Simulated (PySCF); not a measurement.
## Electronic structure of C4H8BrFSi in real space

| atom | x (Å) | y (Å) | z (Å) |
| --- | --- | --- | --- |
| C | -1.6711 | 1.2843 | -0.1929 |
| C | -0.9059 | 0.2525 | 0.1393 |
| C | -1.4535 | -1.1413 | 0.2229 |
| Si | 0.9285 | 0.4250 | 0.5212 |
| C | 2.1134 | -0.3970 | -0.6964 |
| F | 1.1972 | -0.2226 | 1.9770 |
| Br | 1.4693 | 2.5577 | 0.7777 |
| H | -2.7214 | 1.1635 | -0.4079 |
| H | -1.2912 | 2.2905 | -0.2598 |
| H | -2.5289 | -1.1479 | 0.0605 |
| H | -0.9835 | -1.7781 | -0.5267 |
| H | -1.2422 | -1.5719 | 1.2009 |
| H | 3.1462 | -0.1568 | -0.4559 |
| H | 2.0106 | -1.4779 | -0.6659 |
| H | 1.9281 | -0.0720 | -1.7162 |

Geometry: GFN2-xTB.

Method: CAM-B3LYP/def2-SVPD, SCF density, gas phase (PySCF 2.14.0).

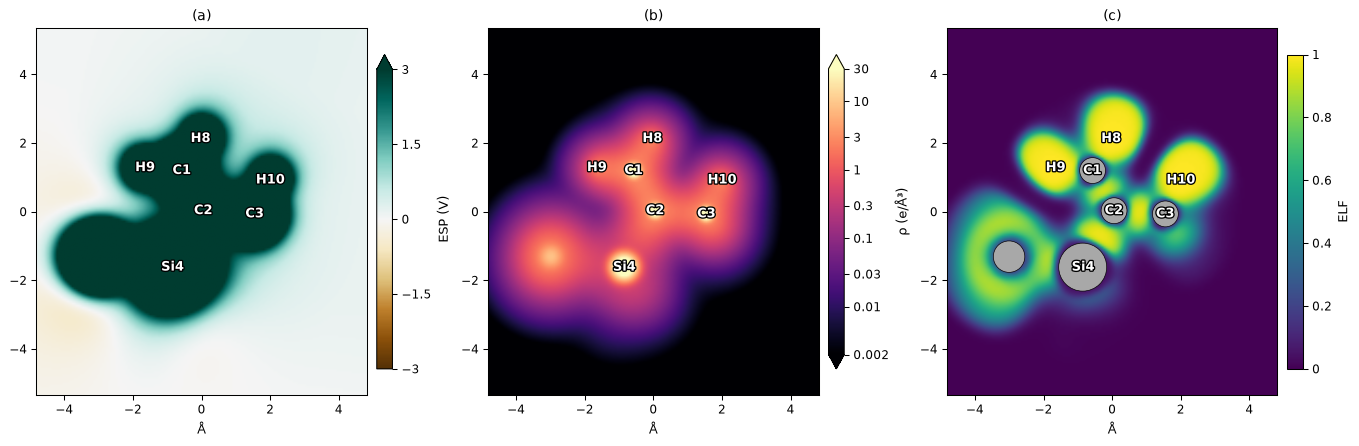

Figure 1. (a) molecular electrostatic potential; (b) electron density; (c) ELF on the plane of atoms C1, C2 and Si4. Grey discs cover the atomic cores in the ELF map.

**Describe what can be read from this map.**

The plane passes through C, Si and H nuclei.
C–C (1.33 Å): ρ is about 2.3 e/Å³ halfway; the ELF peaks at about 0.90 between the atoms; a multiple bond.
C–Si (1.88 Å): the density is about 1 e/Å³ at the midpoint; the ELF peaks at about 1 between the atoms (a shared electron pair).
C–H (1.08 Å): ρ is about 2 e/Å³ halfway; the ELF climbs to about 1 towards the hydrogen, as it does in any bond to H: a covalent bond by its length.
C–C (1.50 Å): ρ at the midpoint is about 1.7 e/Å³; the ELF peaks at about 0.95 between the atoms, as expected for a shared electron pair.
The ELF also peaks beside Br7, away from the bonds: lone-pair regions.
Outside the dense part of the molecule the potential is most negative (−0.5 V) near Br7, which lies off the plane.

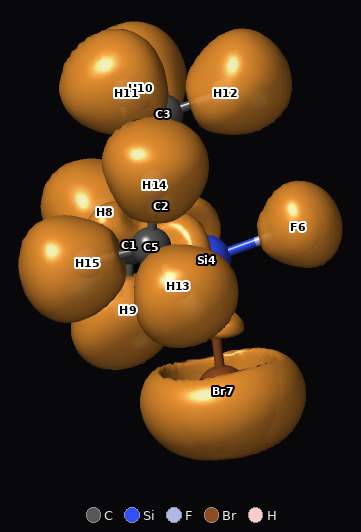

Figure 2. Isosurface of the ELF at 0.8 (orange), seen at an oblique angle. Core shells and regions of very low density are left out.

**Where are the electrons localised?**

The ELF exceeds this value in one region between bonded Br–Si atoms (shared pairs), two regions between bonded C–C atoms (shared pairs), two regions between bonded C–Si atoms (shared pairs), eight regions around hydrogen nuclei, one ring or bowl of non-bonding electrons around Br and one region wrapped around F (its lone pairs, merged into a ring or cap).


 Si–F (1.62 Å): the ELF peaks at about 0.85 in the valence shell of F, 0.6 Å from its nucleus, and is about 0.50 at the midpoint.

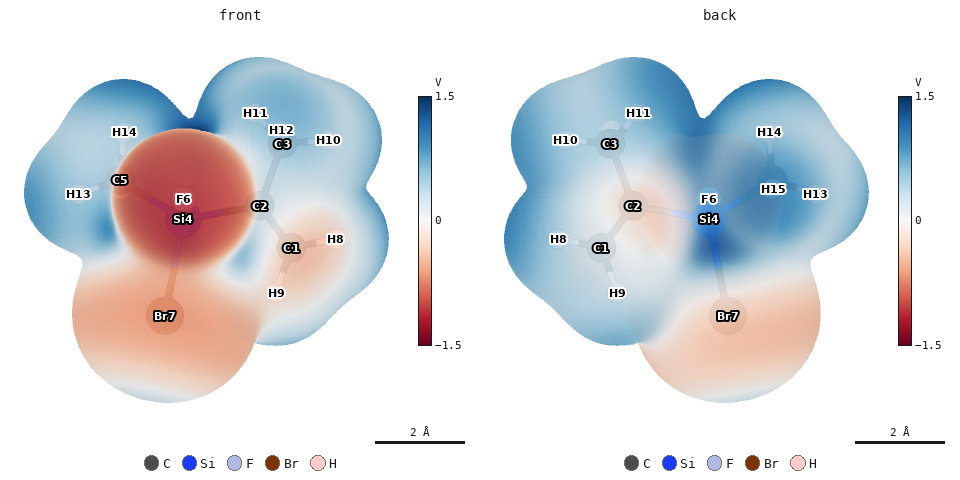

Figure 3. The molecular electrostatic potential painted on the density surface at 0.002 e/bohr³, seen from the front and from behind; the colour scale runs from red (negative) to blue (positive).

**Describe the electrostatic potential map.**

The most negative region (about −1.1 V) lies over F6, the most positive (about +1.3 V) over Si4. Br7 shows a σ-hole: about +0.3 V at the tip opposite its bond, against about −0.4 V on its flanks.
